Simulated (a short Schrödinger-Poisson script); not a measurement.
System: gated Al0.33Ga0.67N/GaN polarisation-induced gas, at 77 K.

| layer | material | thickness (nm) | Na (cm⁻³) |
|---|---|---|---|
| 1 | Al0.33Ga0.67N | 30 | - |
| 2 | GaN | 6000 | 2e15 |

The device is made up for the run: typed textbook-type constants, with dimensions and the other settings drawn at random. Al0.33Ga0.67N: permittivity 9.3, conduction-band edge (eV) 0.462, gap (eV) 4.09, electron mass (mₑ) 0.24, Nv at 300 K (cm⁻³) 4.6e19. GaN: permittivity 9.5, conduction-band edge (eV) 0, gap (eV) 3.43, Nv at 300 K (cm⁻³) 4.6e19.

Channel valleys (confinement mass, in-plane density-of-states mass, number): Γ 0.2, 0.2, 1. At the gate the conduction-band edge of layer 1 lies 1.27 eV − eVg above the Fermi level of the channel; the field vanishes at the back. Sheet of polarisation charge: +1.6e13 e/cm² at 30 nm from the gate. The barrier under the gate holds no holes. Gaps are held at their typed values at every temperature. Mesh 0.08 nm at interfaces.

From a short Schrödinger-Poisson script (our own, NumPy): 1D Poisson equation in equilibrium, electrons quantum, Hartree plus LDA exchange-correlation (BenDaniel-Duke, 40 states a valley, the channel's in-plane mass for all, wave functions free to enter the barrier), parabolic valleys, classical holes, full ionisation, no traps, pinning or gate leakage.

Only gate voltages with over 1e8 electrons/cm² are shown.

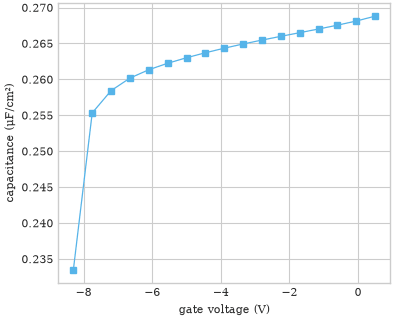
Figure: Quasi-static capacitance against gate voltage

```csv
Vg (V),electrons (cm⁻²),in the channel layer,C (μF/cm²),Γ E0 (meV),Γ E1 (meV)
0.5,1.45e13,1.31e13,0.269,-160.4,-12.9
-0.6,1.27e13,1.17e13,0.268,-142.3,-8.0
-1.7,1.09e13,1.01e13,0.267,-123.7,-3.2
-2.8,9.05e12,8.56e12,0.265,-104.7,2.1
-3.9,7.23e12,6.93e12,0.264,-84.9,8.6
-5,5.42e12,5.25e12,0.263,-64.4,17.2
-6.1,3.62e12,3.54e12,0.261,-43.2,26.5
-7.2,1.83e12,1.81e12,0.258,-21.7,33.9
-8.3,9.36e10,9.33e10,0.233,11.3,45.4
```

Subbands count from the Fermi level.
